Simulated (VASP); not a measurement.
# BW2 under strain, part 2 of 4

How does the pressure of BW2 answer to a change of volume? The bands are shown for each cell. All runs use LDA. Left out of this account: 1 further run (fields: a reference on another mesh). The start is a cell from a database of measured crystal structures.

VASP 6.6.1; LDA; plane waves and PAW (B, W).

Still holding for the runs below: Spin-orbit coupling is off here; with elements this heavy it splits and shifts levels by tenths of an eV or more.

So far, pressure (GPa): step 2 (bands, cell as listed) -10.3.

## Step 3: Bands, volume times 1.04

The cell is expanded evenly, with fractional positions held.

INCAR

```
SYSTEM = BW2
PREC = Accurate
ENCUT = 420
EDIFF = 1E-06
NELM = 100
ISMEAR = -1
SIGMA = 0.05
LREAL = .FALSE.
ALGO = Normal
GGA = CA
NBANDS = 31
LASPH = .TRUE.
LORBIT = 11
LWAVE = .FALSE.
LCHARG = .FALSE.
KPAR = 4
```

POSCAR

```
BW2
1.0
   -2.8206357802      2.8206357802      2.4032141059
    2.8206357802     -2.8206357802      2.4032141059
    2.8206357802      2.8206357802     -2.4032141059
B W
2 4
Direct
    0.2500000000      0.2500000000      0.0000000000
    0.7500000000      0.7500000000      0.0000000000
    0.6692000000      0.1692000000      0.8384000000
    0.1692000000      0.3308000000      0.5000000000
    0.3308000000      0.8308000000      0.1616000000
    0.8308000000      0.6692000000      0.5000000000
```

KPOINTS

```
Automatic mesh
0
Gamma
8 8 8
0 0 0
```

KPOINTS_OPT

```
Line mode
16
Line-mode
Reciprocal
  0.00000000   0.00000000   0.00000000 GAMMA
  0.00000000   0.00000000   0.50000000 X

  0.00000000   0.00000000   0.50000000 X
 -0.50000000   0.50000000   0.50000000 M

 -0.50000000   0.50000000   0.50000000 M
  0.00000000   0.00000000   0.00000000 GAMMA

  0.00000000   0.00000000   0.00000000 GAMMA
  0.43148090   0.43148090  -0.43148090 Z

  0.43148090   0.43148090  -0.43148090 Z
  0.25000000   0.25000000   0.25000000 P

  0.25000000   0.25000000   0.25000000 P
  0.00000000   0.50000000   0.00000000 N

  0.00000000   0.50000000   0.00000000 N
 -0.43148090   0.56851910   0.43148090 Z1

 -0.43148090   0.56851910   0.43148090 Z1
 -0.50000000   0.50000000   0.50000000 M

  0.00000000   0.00000000   0.50000000 X
  0.25000000   0.25000000   0.25000000 P
```

PAW data sets: B and W (LDA family, release 64).

Run with:

```
mpirun -np 4 vasp_std
```

The log of the run:

```text
[... set-up lines as in an earlier step ...]
 entering main loop
       N       E                     dE             d eps       ncg     rms          rms(c)
DAV:   1     0.507346760166E+02    0.50735E+02   -0.11377E+04  3658   0.730E+02
DAV:   2    -0.728814465367E+02   -0.12362E+03   -0.11414E+03  4369   0.193E+02
DAV:   3    -0.786644721701E+02   -0.57830E+01   -0.55370E+01  4773   0.353E+01
DAV:   4    -0.787330939416E+02   -0.68622E-01   -0.68435E-01  4219   0.394E+00
DAV:   5    -0.787337185816E+02   -0.62464E-03   -0.62436E-03  4690   0.307E-01    0.464E+01
DAV:   6    -0.737549009928E+02    0.49788E+01   -0.68329E+00  4728   0.142E+01    0.176E+01
DAV:   7    -0.732467949507E+02    0.50811E+00   -0.20046E+00  4191   0.606E+00    0.736E+00
DAV:   8    -0.731492053529E+02    0.97590E-01   -0.20771E-01  4582   0.197E+00    0.471E-01
DAV:   9    -0.731445590371E+02    0.46463E-02   -0.15119E-02  4303   0.517E-01    0.349E-01
DAV:  10    -0.731434828451E+02    0.10762E-02   -0.16657E-03  4601   0.176E-01    0.488E-02
DAV:  11    -0.731434689303E+02    0.13915E-04   -0.93657E-05  4266   0.460E-02    0.232E-02
DAV:  12    -0.731434695652E+02   -0.63488E-06   -0.77465E-06  4506   0.110E-02
   1 F= -.73143470E+02 E0= -.73126353E+02  d E =-.342330E-01
 Start KPOINTS_OPT (optional k-point list driver)
k-point batch [1-59\144]
       N       E                     dE             ncg
DAV:   1     0.142595867988E+05   -0.14299E+05     3658
DAV:   2     0.707412946795E+04   -0.71855E+04     4299
DAV:   3     0.674025032957E+04   -0.33388E+03     4706
DAV:   4     0.673628429689E+04   -0.39660E+01     4212
DAV:   5     0.673624268517E+04   -0.41612E-01     4741
DAV:   6     0.673624171789E+04   -0.96728E-03     4165
DAV:   7     0.673624168413E+04   -0.33756E-04     4324
DAV:   8     0.673624168279E+04   -0.13457E-05     3094
DAV:   9     0.673624168269E+04   -0.99856E-07     2951
[...]
k-point batch [119-144\144]
       N       E                     dE             ncg
DAV:   1     0.331051447415E+05   -0.13932E+05     1612
DAV:   2     0.299125924016E+05   -0.31926E+04     1970
DAV:   3     0.297724084058E+05   -0.14018E+03     1966
DAV:   4     0.297710637577E+05   -0.13446E+01     1892
DAV:   5     0.297710512007E+05   -0.12557E-01     2046
DAV:   6     0.297710509480E+05   -0.25263E-03     1905
DAV:   7     0.297710509426E+05   -0.53980E-05     1822
DAV:   8     0.297710509425E+05   -0.18156E-06     1409
```

It took 29 s on 4 MPI ranks of Intel Xeon 6975P-C (Granite Rapids), shared host; peak memory 1 GiB; 1.7 min of CPU time.

Parts of OUTCAR (step 3):

```text
  LATTYP: Found a body centered tetragonal cell.
 ALAT       =     5.6412715604
 C/A-ratio  =     0.8520114943

 Found     59 irreducible k-points:

   ENCUT  =  420.0 eV  30.87 Ry    5.56 a.u.   7.78  7.78  7.78*2*pi/ulx,y,z

   NELECT =      30.0000    total number of electrons

 E-fermi :   7.9322

 k-point     1 :       0.0000    0.0000    0.0000
  band No.  band energies     occupation
    ...
     11       4.7844      2.00000
     12       5.2658      2.00000
     13       6.5216      2.00000
     14       6.9164      2.00000
     15       7.9168      1.15310
     16       8.6098      0.00000
     17       8.6098      0.00000
     18       9.2342      0.00000
     19      10.1977      0.00000
     20      10.1977      0.00000
    ...

 k-point     2 :       0.1250    0.0000    0.0000
  band No.  band energies     occupation
    ...
     11       5.0438      2.00000
     12       5.6537      2.00000
     13       6.3771      2.00000
     14       6.7570      2.00000
     15       7.8349      1.75016
     16       8.4844      0.00003
     17       8.7245      0.00000
     18       9.6053      0.00000
     19      10.0127      0.00000
     20      10.1237      0.00000
    ...

  Total      -10.6691161    -10.6691161    -10.2251062      0.0000000      0.0000000      0.0000000
  in kB     -223.5077294   -223.5077294   -214.2061492      0.0000000      0.0000000      0.0000000
  external PRESSURE =    -220.4072026 kB  Pullay stress =       0.0000000 kB

  energy-cutoff  :      420.00
  volume of cell :       76.48
      direct lattice vectors                 reciprocal lattice vectors
    -2.820635780  2.820635780  2.403214106     0.000000000  0.177264999  0.208054704
     2.820635780 -2.820635780  2.403214106     0.177264999  0.000000000  0.208054704
     2.820635780  2.820635780 -2.403214106     0.177264999  0.177264999  0.000000000

 POSITION                                       TOTAL-FORCE (eV/Angst)
 -----------------------------------------------------------------------------------
      0.00000      0.00000      1.20161        -0.000000      0.000000     -0.000000
      0.00000      0.00000      3.60482         0.000000      0.000000     -0.000000
      0.95450      3.77514      0.00000         0.168069      0.168069     -0.000000
      1.86613      0.95450     -0.00000        -0.168069      0.168069     -0.000000
      1.86613     -0.95450      2.40321        -0.168069     -0.168069      0.000000
      0.95450      1.86613      2.40321         0.168069     -0.168069     -0.000000
 -----------------------------------------------------------------------------------
    total drift:                               -0.000000      0.000000      0.000000

  FREE ENERGIE OF THE ION-ELECTRON SYSTEM (eV)
  ---------------------------------------------------
  free  energy   TOTEN  =       -73.1434695652 eV

  energy  without entropy=      -73.1092365309  energy(sigma->0) =      -73.12635305

 total charge
# of ion       s       p       d       tot
------------------------------------------
    1        0.659   1.109   0.000   1.768
    2        0.659   1.109   0.000   1.768
    3        0.615   0.719   4.196   5.531
    4        0.615   0.719   4.196   5.531
    5        0.615   0.719   4.196   5.531
    6        0.615   0.719   4.196   5.531
--------------------------------------------------
tot          3.778   5.094  16.785  25.658

[... 4 parts as in an earlier step ...]

[... 7 further parts left out ...]
```

Numbers from this step:

| Item | Value |
| --- | --- |
| free energy (TOTEN) | -73.1435 eV |
| energy at zero smearing | -73.1264 eV |
| Fermi energy | 7.932 eV |
| pressure | -22.04 GPa |

The electronic bands at the labelled points (eV, zero at the Fermi level; # counts the bands kept):

```
    point    #12    #13    #14    #15    #16    #17   #18   #19
        Γ  -2.67  -1.41  -1.02  -0.02   0.68   0.68  1.30  2.27
        X  -2.14  -1.13  -0.53  -0.52   0.34   0.34  0.69  2.59
        M  -1.80  -1.80  -1.79  -0.99   0.06   0.06  0.16  1.34
        Γ  -2.67  -1.41  -1.02  -0.02   0.68   0.68  1.30  2.27
        Z  -1.78  -1.78  -1.24  -0.90  -0.31  -0.31  0.54  0.88
        P  -3.04  -1.98  -1.98   0.11   0.11   1.38  1.38  2.45
        N  -2.77  -1.66  -1.66   0.28   0.28   1.82  1.82  2.38
       Z1  -1.78  -1.78  -1.24  -0.90  -0.31  -0.31  0.54  0.88
        M  -1.80  -1.80  -1.79  -0.99   0.06   0.06  0.16  1.34
jump to X  -2.14  -1.13  -0.53  -0.52   0.34   0.34  0.69  2.59
        P  -3.04  -1.98  -1.98   0.11   0.11   1.38  1.38  2.45
```

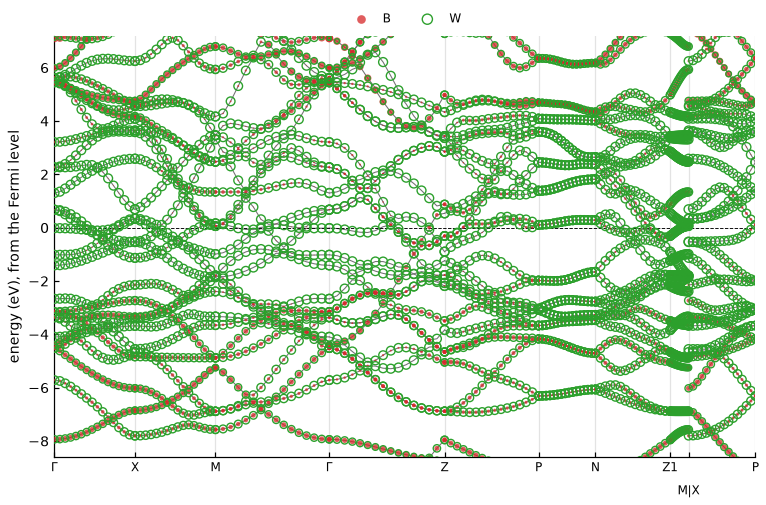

Electronic bands along the path; dots are coloured as in the legend, and their area grows with the weight.

Force by atom:

```
atom  x (eV/Å)  y (eV/Å)  z (eV/Å)   size
  B1     0.000     0.000     0.000  0.000
  B2     0.000     0.000     0.000  0.000
  W3     0.168     0.168     0.000  0.238
  W4    -0.168     0.168     0.000  0.238
  W5    -0.168    -0.168     0.000  0.238
  W6     0.168    -0.168     0.000  0.238
```

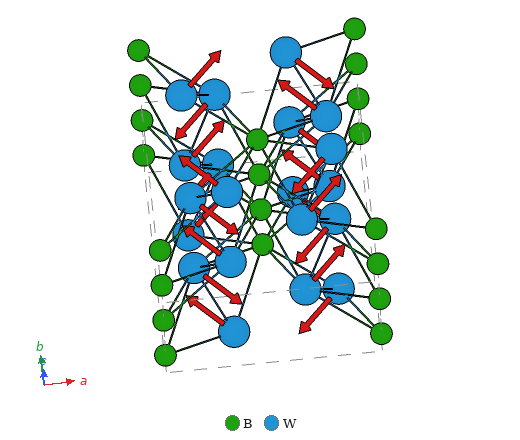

Force as arrows, the longest 0.238 eV/Å. 1×1×2 conventional cells are drawn. Some periodic images of atoms are drawn too.

 The pressure is -22.04 GPa.

## Step 4: Bands, volume times 1.08

The cell is expanded evenly, with fractional positions held.

INCAR is that of step 3.

POSCAR, as its differences from that of step 3:

```diff
@@ -2,5 +2,5 @@
 1.0
-   -2.8206357802      2.8206357802      2.4032141059
-    2.8206357802     -2.8206357802      2.4032141059
-    2.8206357802      2.8206357802     -2.4032141059
+   -2.8563438213      2.8563438213      2.4336377673
+    2.8563438213     -2.8563438213      2.4336377673
+    2.8563438213      2.8563438213     -2.4336377673
 B W
```

KPOINTS is that of step 3.

KPOINTS_OPT is that of step 3.

Run with:

```
mpirun -np 4 vasp_std
```

The log of the run:

```text
[... set-up lines as in an earlier step ...]
 entering main loop
       N       E                     dE             d eps       ncg     rms          rms(c)
DAV:   1     0.478408812968E+02    0.47841E+02   -0.11301E+04  3658   0.729E+02
DAV:   2    -0.726474596194E+02   -0.12049E+03   -0.11112E+03  4311   0.189E+02
DAV:   3    -0.782286628149E+02   -0.55812E+01   -0.53584E+01  4834   0.346E+01
DAV:   4    -0.783012833826E+02   -0.72621E-01   -0.72289E-01  4258   0.403E+00
DAV:   5    -0.783020104714E+02   -0.72709E-03   -0.72659E-03  4790   0.334E-01    0.435E+01
DAV:   6    -0.732572926313E+02    0.50447E+01   -0.72971E+00  4725   0.143E+01    0.159E+01
DAV:   7    -0.727557296585E+02    0.50156E+00   -0.19831E+00  4205   0.602E+00    0.690E+00
DAV:   8    -0.726547730297E+02    0.10096E+00   -0.23673E-01  4612   0.208E+00    0.440E-01
DAV:   9    -0.726502156512E+02    0.45574E-02   -0.15752E-02  4360   0.527E-01    0.323E-01
DAV:  10    -0.726490260241E+02    0.11896E-02   -0.16530E-03  4636   0.175E-01    0.499E-02
DAV:  11    -0.726490126841E+02    0.13340E-04   -0.87271E-05  4281   0.443E-02    0.267E-02
DAV:  12    -0.726490128720E+02   -0.18793E-06   -0.83089E-06  4463   0.112E-02
   1 F= -.72649013E+02 E0= -.72631731E+02  d E =-.345642E-01
 Start KPOINTS_OPT (optional k-point list driver)
k-point batch [1-59\144]
       N       E                     dE             ncg
DAV:   1     0.135856223879E+05   -0.16170E+05     3658
DAV:   2     0.657544575433E+04   -0.70102E+04     4339
DAV:   3     0.623506743286E+04   -0.34038E+03     4730
DAV:   4     0.623067581515E+04   -0.43916E+01     4245
DAV:   5     0.623062936226E+04   -0.46453E-01     4724
DAV:   6     0.623062827083E+04   -0.10914E-02     4194
DAV:   7     0.623062823286E+04   -0.37976E-04     4328
DAV:   8     0.623062823130E+04   -0.15612E-05     3134
DAV:   9     0.623062823118E+04   -0.11482E-06     2969
[...]
k-point batch [119-144\144]
       N       E                     dE             ncg
DAV:   1     0.329216893313E+05   -0.14711E+05     1612
DAV:   2     0.297778644759E+05   -0.31438E+04     1919
DAV:   3     0.296345836081E+05   -0.14328E+03     2014
DAV:   4     0.296330336911E+05   -0.15499E+01     1915
DAV:   5     0.296330186881E+05   -0.15003E-01     1981
DAV:   6     0.296330183518E+05   -0.33626E-03     1927
DAV:   7     0.296330183425E+05   -0.92767E-05     1794
DAV:   8     0.296330183421E+05   -0.37449E-06     1394
```

Wall time 25 s (4 MPI ranks); peak memory 1.1 GiB; 96 s of CPU time.

From OUTCAR (step 4):

```text
  LATTYP: Found a body centered tetragonal cell.
 ALAT       =     5.7126876426
 C/A-ratio  =     0.8520114943

 Found     59 irreducible k-points:

   ENCUT  =  420.0 eV  30.87 Ry    5.56 a.u.   7.88  7.88  7.88*2*pi/ulx,y,z

   NELECT =      30.0000    total number of electrons

 E-fermi :   7.5122

 k-point     1 :       0.0000    0.0000    0.0000
  band No.  band energies     occupation
    ...
     11       4.4579      2.00000
     12       4.9175      2.00000
     13       6.1677      2.00000
     14       6.5624      2.00000
     15       7.4893      1.22478
     16       8.1594      0.00000
     17       8.1594      0.00000
     18       8.7438      0.00000
     19       9.6604      0.00000
     20       9.6604      0.00000
    ...

 k-point     2 :       0.1250   -0.0000    0.0000
  band No.  band energies     occupation
    ...
     11       4.6954      2.00000
     12       5.2938      2.00000
     13       6.0305      2.00000
     14       6.4080      2.00000
     15       7.4121      1.76187
     16       8.0398      0.00005
     17       8.2676      0.00000
     18       9.0941      0.00000
     19       9.4901      0.00000
     20       9.5936      0.00000
    ...

  Total      -15.7668780    -15.7668780    -15.3313668      0.0000000      0.0000000      0.0000000
  in kB     -318.0675738   -318.0675738   -309.2819419      0.0000000      0.0000000      0.0000000
  external PRESSURE =    -315.1390298 kB  Pullay stress =       0.0000000 kB

  energy-cutoff  :      420.00
  volume of cell :       79.42
      direct lattice vectors                 reciprocal lattice vectors
    -2.856343821  2.856343821  2.433637767     0.000000000  0.175048955  0.205453748
     2.856343821 -2.856343821  2.433637767     0.175048955  0.000000000  0.205453748
     2.856343821  2.856343821 -2.433637767     0.175048955  0.175048955  0.000000000

 POSITION                                       TOTAL-FORCE (eV/Angst)
 -----------------------------------------------------------------------------------
      0.00000      0.00000      1.21682        -0.000000      0.000000     -0.000000
      0.00000      0.00000      3.65046        -0.000000      0.000000     -0.000000
      0.96659      3.82293      0.00000         0.193290      0.193290      0.000000
      1.88976      0.96659     -0.00000        -0.193290      0.193290     -0.000000
      1.88976     -0.96659      2.43364        -0.193290     -0.193290     -0.000000
      0.96659      1.88976      2.43364         0.193290     -0.193290     -0.000000
 -----------------------------------------------------------------------------------
    total drift:                               -0.000000      0.000000      0.000000

  FREE ENERGIE OF THE ION-ELECTRON SYSTEM (eV)
  ---------------------------------------------------
  free  energy   TOTEN  =       -72.6490128720 eV

  energy  without entropy=      -72.6144486279  energy(sigma->0) =      -72.63173075

 total charge
# of ion       s       p       d       tot
------------------------------------------
    1        0.651   1.074   0.000   1.725
    2        0.651   1.074   0.000   1.725
    3        0.595   0.680   4.120   5.395
    4        0.595   0.680   4.120   5.395
    5        0.595   0.680   4.120   5.395
    6        0.595   0.680   4.120   5.395
--------------------------------------------------
tot          3.683   4.866  16.481  25.031

[... 4 parts as in an earlier step ...]

[... 7 further parts left out ...]
```

This step gave:

```yaml
free_energy_toten: -72.6490 eV
energy_at_zero_smearing: -72.6317 eV
fermi_energy: 7.512 eV
pressure: -31.51 GPa
```

Electronic bands along the path, in eV, zero at the Fermi level; # counts the bands kept:

```
    point    #12    #13    #14    #15    #16    #17   #18   #19
        Γ  -2.59  -1.34  -0.95  -0.02   0.65   0.65  1.23  2.15
        X  -2.08  -1.05  -0.52  -0.50   0.31   0.33  0.66  2.44
        M  -1.73  -1.71  -1.71  -0.92   0.08   0.08  0.17  1.27
        Γ  -2.59  -1.34  -0.95  -0.02   0.65   0.65  1.23  2.15
        Z  -1.69  -1.69  -1.16  -0.91  -0.27  -0.27  0.52  0.84
        P  -2.90  -1.91  -1.91   0.10   0.10   1.32  1.32  2.33
        N  -2.64  -1.64  -1.64   0.28   0.28   1.72  1.72  2.26
       Z1  -1.69  -1.69  -1.16  -0.91  -0.27  -0.27  0.52  0.84
        M  -1.73  -1.71  -1.71  -0.92   0.08   0.08  0.17  1.27
jump to X  -2.08  -1.05  -0.52  -0.50   0.31   0.33  0.66  2.44
        P  -2.90  -1.91  -1.91   0.10   0.10   1.32  1.32  2.33
```

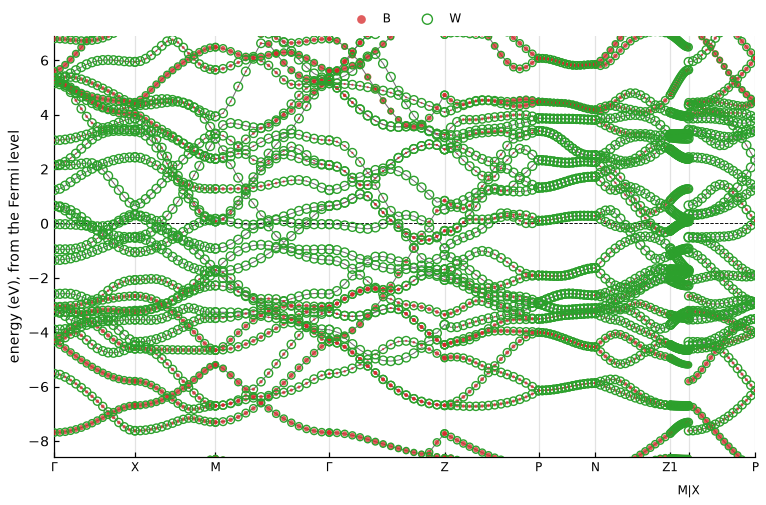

Electronic bands along the path; dots are coloured as in the legend, and their area grows with the weight.

Force by atom:

```
atom  x (eV/Å)  y (eV/Å)  z (eV/Å)   size
  B1     0.000     0.000     0.000  0.000
  B2     0.000     0.000     0.000  0.000
  W3     0.193     0.193     0.000  0.273
  W4    -0.193     0.193     0.000  0.273
  W5    -0.193    -0.193     0.000  0.273
  W6     0.193    -0.193     0.000  0.273
```

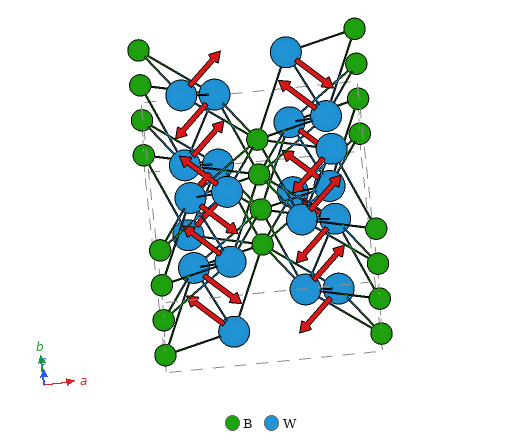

Force as arrows, the longest 0.273 eV/Å. 1×1×2 conventional cells are drawn. Some periodic images of atoms are drawn too.

 The pressure is -31.51 GPa.

(Continued in part 3 of 4.)

[Lines on the potential files, build, host, timing and source positions are cut from VASP's logs without a mark.]

[Logs are printed without paths, hosts, clocks, repeated set-up lines and the standing remarks that a program may print on its own settings, such as how far it seeks lower states.]

[Hosts, paths, dates, database ids (printed as entryN), source tags and the programs' standing remarks are cut or masked in the printed files.]

[A measured line is paired with the nearest computed mode of its activity, which favours agreement.]

[In band tables of VASP the shares of atoms and orbitals are scaled to a sum of 1 inside the atoms' spheres.]
